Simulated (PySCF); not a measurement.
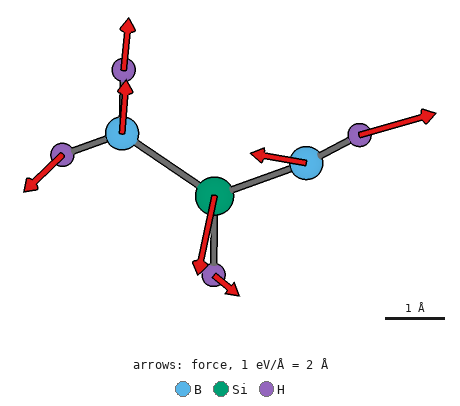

Starting geometry of B2SiH4 with the computed forces as red arrows. A ball-and-stick model, seen at a tilt.

Computed with RKS PBE0-D4/def2-TZVP, density fitting in PySCF 2.14.0. 

Q: What follows when this structure is relaxed?

A: It isn't relaxed: the largest force vector, on the Si atom, is 0.79 eV/Å. The final displacements have little in common with the starting forces (cosine between the two patterns −0.04). The energy falls by 28.1 kcal/mol in 33 geometry steps. The largest move after the best rigid fit is that of an H atom, 1.29 Å. Largest moves by element: H 1.29 Å, B 1.11 Å, Si 0.69 Å. Near-neighbour distances that change, for instance: B–H 3.515 → 1.322 Å, B–B 3.281 → 1.775 Å, B–H 1.175 → 1.322 Å, B–Si 1.908 → 1.850 Å. New bonds form, among them: B–H (3.51 → 1.32 Å). Bond angles that change, for instance: B–Si–B 122.9° → 57.3°, Si–B–H 123.3° → 154.7°, B–Si–H 117.4° → 142.7°.
